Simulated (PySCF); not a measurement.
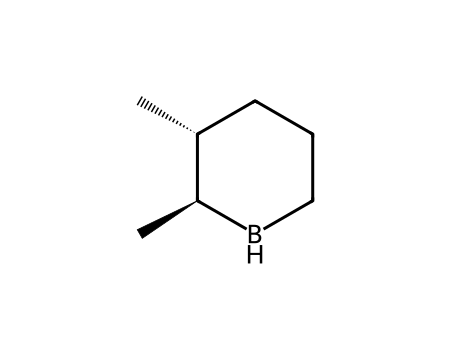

A structural formula.

Write the SMILES.

Answer. C[C@@H]1BCCC[C@H]1C

Give the formula, hydrogens included.

Answer. C7H15B.

An optimisation with PBE0-D3(BJ)/def2-SVP gave a structure of which point group?

Answer. C1.

More results for the same structure follow; atom numbers are the same in all pictures, views and colours differ. Computed geometry: PBE0-D3(BJ)/def2-SVP optimisation. No frequency run is at hand to confirm it as a minimum.

Shape

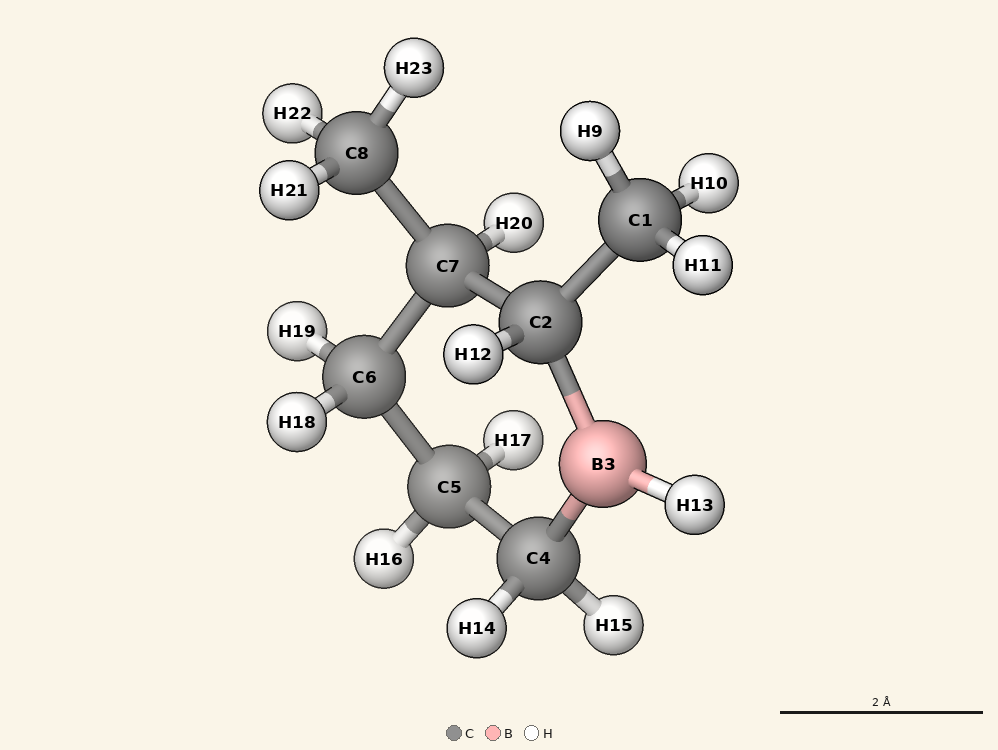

Numbered structure. No frequency run is at hand to confirm it as a minimum.

Estimate the angles C1–C2–H12, C2–C1–H9, C2–B3–H13, B3–C2–C7, B3–C2–H12, B3–C4–C5, C4–C5–H16, C5–C6–C7, C5–C6–H19, C7–C2–H12, C7–C8–H23, C8–C7–H20.

```csv
angle,degrees
C1–C2–H12,107.1
C2–C1–H9,112.8
C2–B3–H13,118.7
B3–C2–C7,114.8
B3–C2–H12,97.5
B3–C4–C5,114.5
C4–C5–H16,111.2
C5–C6–C7,113.5
C5–C6–H19,109.8
C7–C2–H12,106.5
C7–C8–H23,112.3
C8–C7–H20,107.7
```

Electronic properties

No frequency run is at hand to confirm it as a minimum. Method: ωB97X-D/pcSseg-1, gas phase (PySCF 2.14.0).

Estimate the HOMO energy (Kohn–Sham orbital).

Answer. −9.62 eV.

What is the LUMO energy (Kohn–Sham orbital)?

Answer. 1.19 eV.

What is the dipole moment?

Answer. 0.42 D.

Excitation

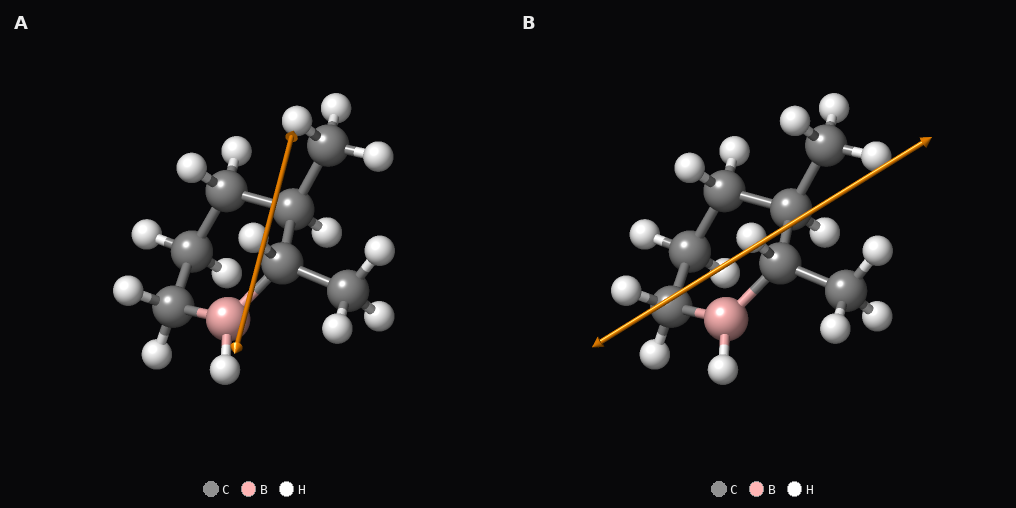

The double arrows show the directions of two transition dipoles from the ground state (lengths mean nothing). No frequency run is at hand to confirm it as a minimum. Method: TDDFT ωB97X-D/def2-SVPD, vertical, gas phase, core orbitals frozen in the response (PySCF 2.14.0).

One belongs to singlet state 3 and one to singlet state 7. Which is which?

Answer. A: state 7, 8.19 eV (151 nm), oscillator strength 0.025, mainly HOMO−1 → LUMO+1 (weight 0.72).
B: state 3, 7.56 eV (164 nm), oscillator strength 0.026, mainly HOMO−2 → LUMO (weight 0.64).

NMR shielding

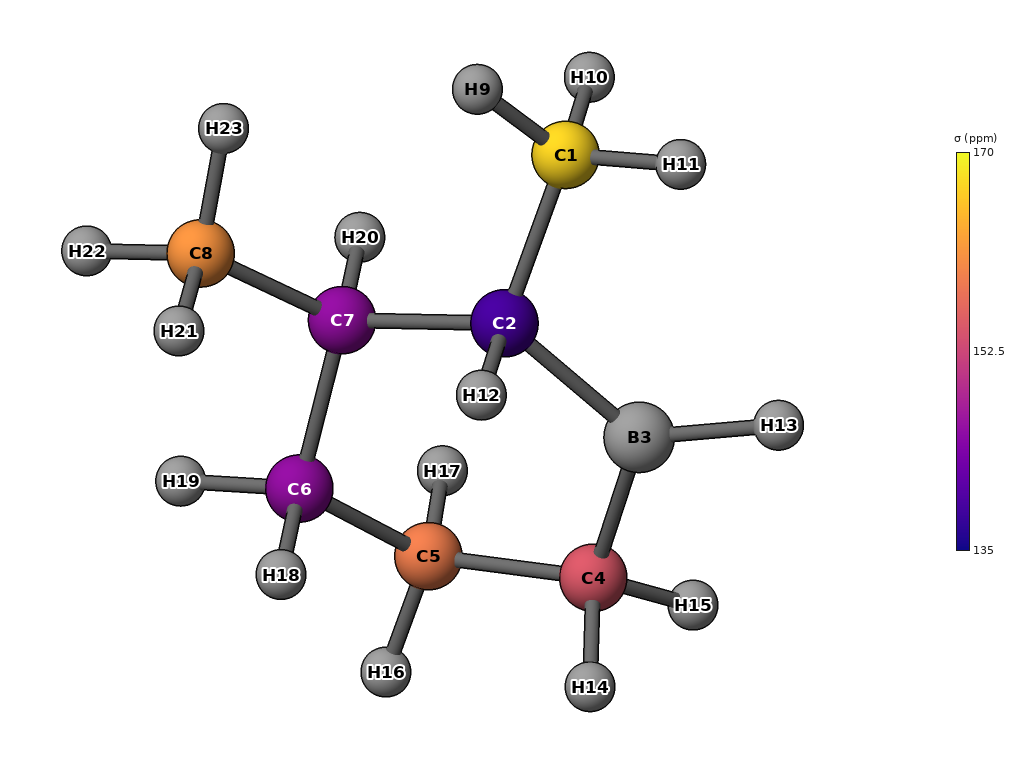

Atoms are coloured by their isotropic NMR shieldings (C only, the others grey). No frequency run is at hand to confirm it as a minimum. Properties computed with GIAO PBE0/pcSseg-1 NMR shielding, non-relativistic, gas phase (PySCF 2.14.0).

List the isotropic NMR shieldings of the C atoms.

```json
{"atom": "C1", "σ (ppm)": "167.1"}
{"atom": "C2", "σ (ppm)": "139.1"}
{"atom": "C4", "σ (ppm)": "154.7"}
{"atom": "C5", "σ (ppm)": "158.9"}
{"atom": "C6", "σ (ppm)": "145.8"}
{"atom": "C7", "σ (ppm)": "145.9"}
{"atom": "C8", "σ (ppm)": "161.1"}
```

Quadrupole coupling

No frequency run is at hand to confirm it as a minimum. Electric field gradients from the ground-state density, PBE0/pcSseg-1 (PySCF 2.14.0), non-relativistic apart from any core potentials.

Give the largest field-gradient component, the quadrupole coupling constant and the asymmetry for 11B at B3 (Q = 40.59 mb), 2H at H9 (Q = 2.86 mb), 2H at H10 (Q = 2.86 mb), 2H at H11 (Q = 2.86 mb), 2H at H12 (Q = 2.86 mb).

| atom | V_zz (a.u.) | e²qQ/h (MHz) | η |
| --- | --- | --- | --- |
| B3 | 0.606 | 5.78 | 0.11 |
| H9 | 0.292 | 0.196 | 0.02 |
| H10 | 0.290 | 0.195 | 0.03 |
| H11 | 0.293 | 0.197 | 0.02 |
| H12 | 0.264 | 0.177 | 0.03 |
